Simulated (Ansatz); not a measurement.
**Fields on a plane of AlP (zinc blende)**

```yaml
crystal:
  lattice:
    - [0.00000, 2.75367, 2.75367]
    - [2.75367, 0.00000, 2.75367]
    - [2.75367, 2.75367, 0.00000]
  atoms:
    - { symbol: P, position: [0.25000, 0.25000, 0.25000] }
    - { symbol: Al, position: [0.00000, 0.00000, 0.00000] }
```

The slice is a {110} plane (indices of the conventional cell) through the point (0.250, 0.250, 0.250) (fractional), spanned by u = [100] and v = [1 -1 -1] in vectors of this cell: u (3.89 Å) and v (5.51 Å, at 90° to u). It covers one period; positions are fractions (u, v).

Atoms on it: P at (0.00, 0.00); Al at (0.50, 0.25).

Computed with PBE (plane waves to 420 eV, PAW, scalar-relativistic; Ansatz, a quantum-chemistry and plane-wave program). k mesh 10×10×10. Near the nuclei the fields are pseudised (PAW); where an atom keeps semicore shells as valence, they peak there. AlP was relaxed with its symmetry unable to fall. The PAW data are Ansatz's earlier set.

```
|xxxxxxxxxxxx--**##########**--xxxxxxxxxx|
|xxxxxxxxxx  ==##%%%%%%%%%%##==  xxxxxxxx|
|xxxxxxxxxx::**%%%%@@@@@@%%%%**::xxxxxxxx|
|xxxxxxxx..++##%%@@@@@@@@@@%%##++..xxxxxx|
|xx    --++##%%@@@@@@@@@@@@@@%%##++--    |
|--==++**##%%@@@@@@@@@@@@@@@@@@%%##**++==|
|**######%%@@@@@@@@@@@@@@@@@@@@@@%%######|
|%%%%%%%%%%@@@@@@@@@@@@@@@@@@@@@@%%%%%%%%|
|%%%%%%%%@@@@@@@@@@@@@@@@@@@@@@@@@@%%%%%%|
|%%%%%%@@@@@@@@@@@@@@@@@@@@@@@@@@@@@@%%%%|
|%%%%%%@@@@@@@@@@@@@@@@@@@@@@@@@@@@@@%%%%|
|%%%%%%@@@@@@@@%%%%%%%%%%%%%%@@@@@@@@%%%%|
|%%%%%%%%%%%%%%%%##########%%%%%%%%%%%%%%|
|%%%%%%%%%%####****++++++****####%%%%%%%%|
|%%%%%%%%##**++==--::..::--==++**##%%%%%%|
|%%%%%%##**++--      xx      --++**##%%%%|
|%%%%%%##++::  xxxxxxxxxxxxxx  ::++##%%%%|
|%%%%##**--  xxxxxxxxxxxxxxxxxx  --**##%%|
|%%%%##++::  xxxxxxxxxxxxxxxxxx  ::++##%%|
|%%####++..xxxxxxxxxxxxxxxxxxxxxx..++####|
|******==..xxxxxxxxxxxxxxxxxxxxxx..==****|
|--====--..xxxxxxxxxxxxxxxxxxxxxx..--====|
|xx    ....  xxxxxxxxxxxxxxxxxx  ....    |
|xxxxxxxx    xxxxxxxxxxxxxxxxxx    xxxxxx|
|xxxxxxxxxx    xxxxxxxxxxxxxx    xxxxxxxx|
|xxxxxxxxxx  ..      xx      ..  xxxxxxxx|
|xxxxxxxxxxxx::----::..::----::xxxxxxxxxx|
|xxxxxxxxxxxx::++++++++++++++::xxxxxxxxxx|
```
Scale: ten equal steps from -1.00 (start of ' ') to 7.03 (end of '@'), in the order ' .:-=+*#%@'. Values: electrostatic potential energy of an electron, from the cell's mean, in eV. The map has 20 points along u (two characters each, u = 0 at the left) and 28 along v (v = 0 in the bottom row). Points within 1 Å of a nucleus are blanked (x), as the pseudised field means little there. Values under -1 eV are set to -1. The zero, the cell's mean, hangs on the PAW cores.

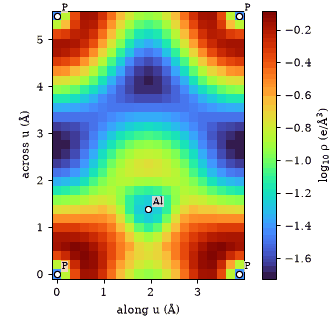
Figure: Log₁₀ of the valence density in e/Å³, one period of the plane, atoms marked. The scale is logarithmic, as a density can span decades between atoms and voids.

The density on the P–Al line (2.38 Å) at its midpoint is 0.51 e/Å³ and the ELF at that point comes out as 0.9. ELF maximum in the middle third of the P–Al line: 0.94, 1.2 Å from P. Element round which the density of the highest valence band (whole band, smooth part) is largest on this plane: P.
